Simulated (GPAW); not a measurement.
# Core-hole calculation of the Mo L₃ edge in Mo (Im-3m), part 3 of 4

Aim: the dependence of the Mo L₃ near-edge features of Mo (Im-3m) on volume.

GPAW 26.7.0; X-ray absorption from dipole matrix elements to empty bands, plane-wave PAW revPBE.

So far. Step 4 (Spectrum with XCH, Mo atom 1): The energy difference (zero at 2546 eV) isn't read as a photon energy: for so heavy an absorber the terms left out (core spin–orbit splitting, the hole's spin, the functional's error) amount to tens of eV or more. Step 6 (Spectrum with XCH, Mo atom 1): Against the first run the r.m.s. difference is 8 %. The highest intensity below 24 eV goes from 1.2 eV (3.78) to 1.2 eV (3.56).

### 8. Spectrum with XCH, Mo atom 1

Shorter bonds are expected to push antibonding states and scattering resonances up, and longer ones down; the cell is scaled to test that.

Changed against the first core-hole run: volume scale from 1 to 0.97.

xas.py

```python
import numpy as np
from ase import Atoms
from ase.parallel import parprint, paropen
from gpaw import GPAW, PW, FermiDirac, Mixer, MixerDif, setup_paths
from gpaw.test import gen
setup_paths.insert(0, '.')
gen('Mo', name='fch2p', xcname='revPBE', corehole=(2, 1, 1), write_xml=True)
from gpaw.mpi import world
world.barrier()

atoms = Atoms('Mo8',
    cell=[[-3.11504167, 3.11504167, 3.11504167],
     [3.11504167, -3.11504167, 3.11504167],
     [3.11504167, 3.11504167, -3.11504167]],
    scaled_positions=[[0, 0, 0],
     [0, 0, 0.5],
     [0, 0.5, 0],
     [0.5, 0, 0],
     [0, 0.5, 0.5],
     [0.5, 0, 0.5],
     [0.5, 0.5, 0],
     [0.5, 0.5, 0.5]],
    pbc=True)
atoms.calc = calc = GPAW(legacy_gpaw=True, mode=PW(430, force_complex_dtype=True), xc='revPBE', setups={0: 'fch2p'},
    kpts={'size': (5, 5, 5), 'gamma': True}, occupations=FermiDirac(0.1),
    charge=-1, mixer=Mixer(0.1, 5, 50), maxiter=150,
    convergence={'density': 0.0001, 'eigenstates': 1e-6}, txt='scf.txt')
energy = atoms.get_potential_energy() + calc.get_reference_energy()
ef = calc.get_fermi_level()
out = dict(energy=energy, fermi=ef, forces=atoms.get_forces().tolist())
parprint(f'all-electron energy {energy:.4f} eV, Fermi level {ef:.4f} eV')
ev = np.array([[calc.get_eigenvalues(k, s) for k in range(len(calc.get_ibz_k_points()))] for s in range(calc.get_number_of_spins())])
out['homo'], out['lumo'], out['counts'] = ev[ev < ef].max(), ev[ev > ef].min(), sorted(set((ev < ef).sum((0, 2)).tolist()))
out['filled'] = (ev[:, 0] < ef).sum(1).tolist()

from ase.units import Ha
from gpaw.xas import dipole_matrix_elements
nb = int(calc.get_number_of_electrons() / 2) + 115
top, nb = nb, nb + 8 + nb // 12
nscf = calc.fixed_density(kpts={'size': (8, 8, 8), 'gamma': True}, nbands=nb,
    convergence={'bands': top, 'eigenstates': 5e-3}, maxiter=60, txt='nscf.txt')
cell = atoms.cell.array
ops = [cell.T @ U.T @ np.linalg.inv(cell.T) for U in nscf.wfs.kd.symmetry.op_scc]
E = np.arange(-6, 34, 0.1)
fwhm = np.interp(E, [4, 25], [1.78, 3.5])
Y, X, zero, highest = 0, 0, 1e9, 1e9
for spin in range(nscf.get_number_of_spins()):
    wfs = nscf.wfs
    mine = wfs.bd.get_slice()  # this rank's bands
    A = dipole_matrix_elements(wfs.setups[0])
    eps = np.zeros((wfs.kd.nibzkpts, nb))
    d = np.zeros((3, A.shape[1], wfs.kd.nibzkpts, nb), complex)
    for kpt in wfs.kpt_u:
        if kpt.s == spin and 0 in kpt.P_ani:
            eps[kpt.k, mine] = kpt.eps_n * Ha
            d[:, :, kpt.k, mine] = (kpt.weight * wfs.nspins / 2) ** 0.5 * np.inner(A, kpt.P_ani[0])
    world.sum(eps)
    world.sum(d)
    T = np.einsum('amkn,bmkn->abkn', d, d.conj()).real
    T = sum(np.einsum('ai,ijkn,bj->abkn', R, T, R) for R in ops) / len(ops)
    empty = eps > ef
    zero, highest = min(zero, eps[empty].min()), min(highest, eps[:, top - 1].min())
    lines = [(eps, T, empty)] if spin == 0 else lines + [(eps, T, empty)]
for eps, T, empty in lines:
    f = np.einsum('aakn->akn', T).reshape(3, -1)
    x = eps.ravel() - zero
    w = np.interp(x, E, fwhm) / 2.35482
    g = np.exp(-0.5 * ((E[:, None] - x) / w) ** 2) / (w * (2 * np.pi) ** 0.5)
    Y = Y + (f * empty.ravel()) @ g.T
    X = X + (f * ~empty.ravel()) @ g.T
out.update(E=E.round(2).tolist(), xas=Y.tolist(), xes=X.tolist(), zero=zero, valid=highest - zero, nk=len(eps), nb=nb)
for i in range(0, len(E), 10):
    parprint(f'{E[i]:7.2f}', *(f'{v:10.3e}' for v in Y[:, i]))
import json
with paropen('out.json', 'w') as f:
    json.dump(out, f)
```

The run is started by

```
> OMP_NUM_THREADS=1 mpirun -n 4 gpaw python xas.py
```

Numbers of over 12 decimals in the logs are rounded to 6 here.

What it wrote:

```text
Input parameters:
  charge: -1
  convergence: {density: 0.0001,
                eigenstates: 1e-06}
  kpts: {gamma: True,
         size: (5, 5, 5)}
  maxiter: 150
  mixer: {backend: pulay,
          beta: 0.1,
          method: separate,
          nmaxold: 5,
          weight: 50}
  mode: {ecut: 430.0,
         force_complex_dtype: True,
         name: pw}
  occupations: {fixmagmom: False,
[...]
*d    :     0.474565
--------------------------------

Diagonalizing with gridspacing h=0.050

state   all-electron     PAW
-------------------------------
4s:      -2.898353    -2.899012
4p:      -1.914907    -1.916145
4d:      -0.525435    -0.527332
*f:                   -0.030662
-------------------------------
all-electron energy -878655.8044 eV, Fermi level 14.0967 eV
[...]
32.00  6.801e-06  6.801e-06  6.801e-06
  33.00  7.199e-06  7.199e-06  7.199e-06
[key lines of the parts left out:]
Converged after 19 iterations.
Dipole moment: (-0.000000, -0.000000, -0.000000) |e|*Ang
Free energy:    -94.333771
Fermi level: 14.09670
```

It took 85 s on 4 MPI ranks of Arm Neoverse V2, shared host; peak memory 0.37 GiB.

| E (eV) | first run | this run |
| --- | --- | --- |
| -2.0 | 0.02 | 0.01 |
| -1.0 | 0.38 | 0.35 |
| 0.0 | 2.20 | 2.07 |
| 1.0 | 3.76 | 3.63 |
| 2.0 | 3.13 | 3.14 |
| 3.0 | 1.84 | 1.91 |
| 4.0 | 0.96 | 1.04 |
| 5.0 | 0.56 | 0.59 |
| 6.0 | 0.45 | 0.46 |
| 7.0 | 0.39 | 0.40 |
| 8.0 | 0.33 | 0.34 |
| 9.0 | 0.31 | 0.30 |
| 10.0 | 0.46 | 0.38 |
| 11.0 | 0.70 | 0.62 |
| 12.0 | 0.83 | 0.82 |
| 13.0 | 0.82 | 0.86 |
| 14.0 | 0.75 | 0.80 |
| 15.0 | 0.69 | 0.72 |
| 16.0 | 0.64 | 0.67 |
| 17.0 | 0.60 | 0.61 |
| 18.0 | 0.61 | 0.59 |
| 19.0 | 0.64 | 0.64 |
| 20.0 | 0.60 | 0.64 |
| 21.0 | 0.47 | 0.53 |
| 22.0 | 0.40 | 0.42 |
| 23.0 | 0.41 | 0.39 |
| 24.0 | 0.46 | 0.43 |
| 25.0 | 0.50 | 0.47 |
| 26.0 | 0.52 | 0.50 |
| 27.0 | 0.53 | 0.52 |
| 28.0 | 0.53 | 0.54 |
| 29.0 | 0.52 | 0.53 |
| 30.0 | 0.49 | 0.50 |
| 31.0 | 0.48 | 0.47 |
| 32.0 | 0.50 | 0.48 |

Against the first run the r.m.s. difference is 4 %. The highest intensity below 24 eV stays at 1.2 eV.

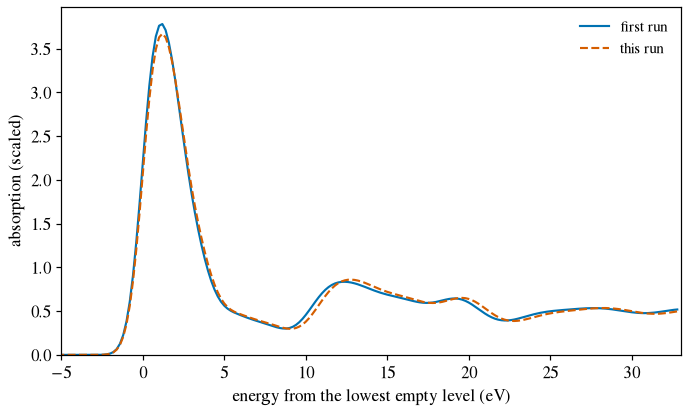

The effect of the change (volume scale from 1 to 0.97).

The photon energy of the zero moves by -0.05 eV.

### 9. Reference energy of the supercell

The cell changes for the next run, so it gets a reference energy of its own.

The cell differs from the one that the last finished run ended in (a 5.395 → 5.504 Å, b 5.395 → 5.504 Å, c 5.395 → 5.504 Å).

scf.py

```python
import numpy as np
from ase import Atoms
from ase.parallel import parprint, paropen
from gpaw import GPAW, PW, FermiDirac, Mixer, MixerDif, setup_paths
from gpaw.test import gen
setup_paths.insert(0, '.')
gen('Mo', name='nch2p', xcname='revPBE', corehole=(2, 1, 0), write_xml=True)
from gpaw.mpi import world
world.barrier()

atoms = Atoms('Mo8',
    cell=[[-3.17798876, 3.17798876, 3.17798876],
     [3.17798876, -3.17798876, 3.17798876],
     [3.17798876, 3.17798876, -3.17798876]],
    scaled_positions=[[0, 0, 0],
     [0, 0, 0.5],
     [0, 0.5, 0],
     [0.5, 0, 0],
     [0, 0.5, 0.5],
     [0.5, 0, 0.5],
     [0.5, 0.5, 0],
     [0.5, 0.5, 0.5]],
    pbc=True)
atoms.calc = calc = GPAW(legacy_gpaw=True, mode=PW(430, force_complex_dtype=True), xc='revPBE', setups={0: 'nch2p'},
    kpts={'size': (5, 5, 5), 'gamma': True}, occupations=FermiDirac(0.1),
    charge=0, mixer=Mixer(0.1, 5, 50), maxiter=150,
    convergence={'density': 0.0001, 'eigenstates': 1e-6}, txt='scf.txt')
energy = atoms.get_potential_energy() + calc.get_reference_energy()
ef = calc.get_fermi_level()
out = dict(energy=energy, fermi=ef, forces=atoms.get_forces().tolist())
parprint(f'all-electron energy {energy:.4f} eV, Fermi level {ef:.4f} eV')
ev = np.array([[calc.get_eigenvalues(k, s) for k in range(len(calc.get_ibz_k_points()))] for s in range(calc.get_number_of_spins())])
out['homo'], out['lumo'], out['counts'] = ev[ev < ef].max(), ev[ev > ef].min(), sorted(set((ev < ef).sum((0, 2)).tolist()))
out['filled'] = (ev[:, 0] < ef).sum(1).tolist()
import json
with paropen('out.json', 'w') as f:
    json.dump(out, f)
```

The run is started by

```
> OMP_NUM_THREADS=1 mpirun -n 4 gpaw python scf.py
```

What it wrote:

```text
Input parameters:
  convergence: {density: 0.0001,
                eigenstates: 1e-06}
  kpts: {gamma: True,
         size: (5, 5, 5)}
  maxiter: 150
  mixer: {backend: pulay,
          beta: 0.1,
          method: separate,
          nmaxold: 5,
          weight: 50}
  mode: {ecut: 430.0,
         force_complex_dtype: True,
         name: pw}
  occupations: {fixmagmom: False,
                name: fermi-dirac,
[...]
5s(1) :    -0.146945     0.978258
4p(6) :    -1.412799     0.336071
5p(0) :    -0.037059     0.986060
4d(5) :    -0.135961     0.660494
*d    :     0.864039
--------------------------------

Diagonalizing with gridspacing h=0.050

state   all-electron     PAW
-------------------------------
4s:      -2.361205    -2.361878
4p:      -1.412799    -1.414111
4d:      -0.135961    -0.137524
*f:                    0.061654
-------------------------------
all-electron energy -881202.3650 eV, Fermi level 13.2109 eV
[key lines of the parts left out:]
Converged after 17 iterations.
Dipole moment: (-0.000000, 0.000000, 0.000000) |e|*Ang
Free energy:    -86.402503
Fermi level: 13.21086
```

Wall time 21 s (4 MPI ranks); peak memory 0.21 GiB.

Reference energy: -881202.365 eV with the cores included.

### 10. Spectrum with XCH, Mo atom 1

Shorter bonds are expected to push antibonding states and scattering resonances up, and longer ones down; the cell is scaled to test that.

Changed against the first core-hole run: volume scale from 1 to 1.03.

xas.py, as its differences from that of step 8:

```diff
@@ -11,5 +11,5 @@
 atoms = Atoms('Mo8',
-    cell=[[-3.11504167, 3.11504167, 3.11504167],
-     [3.11504167, -3.11504167, 3.11504167],
-     [3.11504167, 3.11504167, -3.11504167]],
+    cell=[[-3.17798876, 3.17798876, 3.17798876],
+     [3.17798876, -3.17798876, 3.17798876],
+     [3.17798876, 3.17798876, -3.17798876]],
     scaled_positions=[[0, 0, 0],
@@ -37,3 +37,3 @@
 from gpaw.xas import dipole_matrix_elements
-nb = int(calc.get_number_of_electrons() / 2) + 115
+nb = int(calc.get_number_of_electrons() / 2) + 119
 top, nb = nb, nb + 8 + nb // 12
```

The run is started by

```
> OMP_NUM_THREADS=1 mpirun -n 4 gpaw python xas.py
```

What it wrote:

```text
Input parameters:
  charge: -1
  convergence: {density: 0.0001,
                eigenstates: 1e-06}
  kpts: {gamma: True,
         size: (5, 5, 5)}
  maxiter: 150
  mixer: {backend: pulay,
          beta: 0.1,
          method: separate,
          nmaxold: 5,
          weight: 50}
  mode: {ecut: 430.0,
         force_complex_dtype: True,
         name: pw}
  occupations: {fixmagmom: False,
[...]
*d    :     0.474565
--------------------------------

Diagonalizing with gridspacing h=0.050

state   all-electron     PAW
-------------------------------
4s:      -2.898353    -2.899012
4p:      -1.914907    -1.916145
4d:      -0.525435    -0.527332
*f:                   -0.030662
-------------------------------
all-electron energy -878655.9745 eV, Fermi level 13.0565 eV
[...]
32.00  7.429e-06  7.429e-06  7.429e-06
  33.00  7.380e-06  7.380e-06  7.380e-06
[key lines of the parts left out:]
Converged after 25 iterations.
Dipole moment: (-0.000000, 0.000000, 0.000000) |e|*Ang
Free energy:    -94.512691
Fermi level: 13.05650
```

Elapsed: 96 s, on 4 MPI ranks; peak memory 0.37 GiB; 6.4 min of CPU time.

| E (eV) | first run | this run |
| --- | --- | --- |
| -2.0 | 0.02 | 0.02 |
| -1.0 | 0.38 | 0.41 |
| 0.0 | 2.20 | 2.32 |
| 1.0 | 3.76 | 3.89 |
| 2.0 | 3.13 | 3.11 |
| 3.0 | 1.84 | 1.76 |
| 4.0 | 0.96 | 0.89 |
| 5.0 | 0.56 | 0.54 |
| 6.0 | 0.45 | 0.44 |
| 7.0 | 0.39 | 0.38 |
| 8.0 | 0.33 | 0.31 |
| 9.0 | 0.31 | 0.34 |
| 10.0 | 0.46 | 0.55 |
| 11.0 | 0.70 | 0.76 |
| 12.0 | 0.83 | 0.81 |
| 13.0 | 0.82 | 0.78 |
| 14.0 | 0.75 | 0.71 |
| 15.0 | 0.69 | 0.67 |
| 16.0 | 0.64 | 0.63 |
| 17.0 | 0.60 | 0.60 |
| 18.0 | 0.61 | 0.62 |
| 19.0 | 0.64 | 0.64 |
| 20.0 | 0.60 | 0.55 |
| 21.0 | 0.47 | 0.43 |
| 22.0 | 0.40 | 0.40 |
| 23.0 | 0.41 | 0.45 |
| 24.0 | 0.46 | 0.50 |
| 25.0 | 0.50 | 0.52 |
| 26.0 | 0.52 | 0.53 |
| 27.0 | 0.53 | 0.53 |
| 28.0 | 0.53 | 0.53 |
| 29.0 | 0.52 | 0.50 |
| 30.0 | 0.49 | 0.49 |
| 31.0 | 0.48 | 0.50 |
| 32.0 | 0.50 | 0.52 |

The scaled spectrum changes by 4 % r.m.s. The highest intensity below 24 eV goes from 1.2 eV (3.78) to 1.0 eV (3.89).

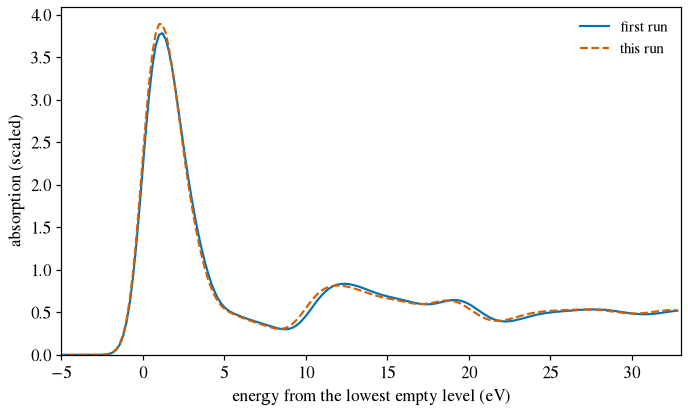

The effect of the change (volume scale from 1 to 1.03).

The photon energy of the zero moves by +0.05 eV.

### 11. Supercell without a hole, the energy reference

The cell changes for the next run, so it gets a reference energy of its own.

The cell differs from the one that the last finished run ended in (a 5.504 → 5.557 Å, b 5.504 → 5.557 Å, c 5.504 → 5.557 Å).

scf.py, as its differences from that of step 9:

```diff
@@ -11,5 +11,5 @@
 atoms = Atoms('Mo8',
-    cell=[[-3.17798876, 3.17798876, 3.17798876],
-     [3.17798876, -3.17798876, 3.17798876],
-     [3.17798876, 3.17798876, -3.17798876]],
+    cell=[[-3.20854822, 3.20854822, 3.20854822],
+     [3.20854822, -3.20854822, 3.20854822],
+     [3.20854822, 3.20854822, -3.20854822]],
     scaled_positions=[[0, 0, 0],
```

The run is started by

```
> OMP_NUM_THREADS=1 mpirun -n 4 gpaw python scf.py
```

What it wrote:

```text
Input parameters:
  convergence: {density: 0.0001,
                eigenstates: 1e-06}
  kpts: {gamma: True,
         size: (5, 5, 5)}
  maxiter: 150
  mixer: {backend: pulay,
          beta: 0.1,
          method: separate,
          nmaxold: 5,
          weight: 50}
  mode: {ecut: 430.0,
         force_complex_dtype: True,
         name: pw}
  occupations: {fixmagmom: False,
                name: fermi-dirac,
[...]
5s(1) :    -0.146945     0.978258
4p(6) :    -1.412799     0.336071
5p(0) :    -0.037059     0.986060
4d(5) :    -0.135961     0.660494
*d    :     0.864039
--------------------------------

Diagonalizing with gridspacing h=0.050

state   all-electron     PAW
-------------------------------
4s:      -2.361205    -2.361878
4p:      -1.412799    -1.414111
4d:      -0.135961    -0.137524
*f:                    0.061654
-------------------------------
all-electron energy -881202.2455 eV, Fermi level 12.7307 eV
[key lines of the parts left out:]
Converged after 16 iterations.
Dipole moment: (-0.000000, 0.000000, 0.000000) |e|*Ang
Free energy:    -86.287076
Fermi level: 12.73070
```

Wall time 20 s (4 MPI ranks); peak memory 0.21 GiB; 80 s of CPU time.

Reference energy: -881202.245 eV with the cores included.

### 12. Spectrum with XCH, Mo atom 1

Shorter bonds are expected to push antibonding states and scattering resonances up, and longer ones down; the cell is scaled to test that.

Changed against the first core-hole run: volume scale from 1 to 1.06.

xas.py, as its differences from that of step 10:

```diff
@@ -11,5 +11,5 @@
 atoms = Atoms('Mo8',
-    cell=[[-3.17798876, 3.17798876, 3.17798876],
-     [3.17798876, -3.17798876, 3.17798876],
-     [3.17798876, 3.17798876, -3.17798876]],
+    cell=[[-3.20854822, 3.20854822, 3.20854822],
+     [3.20854822, -3.20854822, 3.20854822],
+     [3.20854822, 3.20854822, -3.20854822]],
     scaled_positions=[[0, 0, 0],
@@ -37,3 +37,3 @@
 from gpaw.xas import dipole_matrix_elements
-nb = int(calc.get_number_of_electrons() / 2) + 119
+nb = int(calc.get_number_of_electrons() / 2) + 122
 top, nb = nb, nb + 8 + nb // 12
```

The run is started by

```
> OMP_NUM_THREADS=1 mpirun -n 4 gpaw python xas.py
```

What it wrote:

```text
Input parameters:
  charge: -1
  convergence: {density: 0.0001,
                eigenstates: 1e-06}
  kpts: {gamma: True,
         size: (5, 5, 5)}
  maxiter: 150
  mixer: {backend: pulay,
          beta: 0.1,
          method: separate,
          nmaxold: 5,
          weight: 50}
  mode: {ecut: 430.0,
         force_complex_dtype: True,
         name: pw}
  occupations: {fixmagmom: False,
[...]
*d    :     0.474565
--------------------------------

Diagonalizing with gridspacing h=0.050

state   all-electron     PAW
-------------------------------
4s:      -2.898353    -2.899012
4p:      -1.914907    -1.916145
4d:      -0.525435    -0.527332
*f:                   -0.030662
-------------------------------
all-electron energy -878655.8105 eV, Fermi level 12.5778 eV
[...]
32.00  7.501e-06  7.501e-06  7.501e-06
  33.00  7.021e-06  7.021e-06  7.021e-06
[key lines of the parts left out:]
Converged after 26 iterations.
Dipole moment: (-0.000000, 0.000000, 0.000000) |e|*Ang
Free energy:    -94.352810
Fermi level: 12.57777
```

Wall time 98 s (4 MPI ranks); peak memory 0.38 GiB; 6.5 min of CPU time.

[end of part 3 of 4]

[Banner, clock and machine lines of the logs are left out without a mark of their own.]

[Logs are printed without paths, hosts, clocks, repeated set-up lines and the standing remarks that a program may print on its own settings, such as how far it seeks lower states.]

[Hosts, paths, dates, database ids (printed as entryN), source tags and the programs' standing remarks are cut or masked in the printed files.]

[Lists of maxima count a maximum above −3 eV only where it reaches 4 % of the highest in the window and stands out from its surroundings by 2 % of it (1.5 % where it reaches 55 %); shoulders and weaker maxima are passed over, and of the rest the first, up to two pre-edge ones and the few strongest are named.]
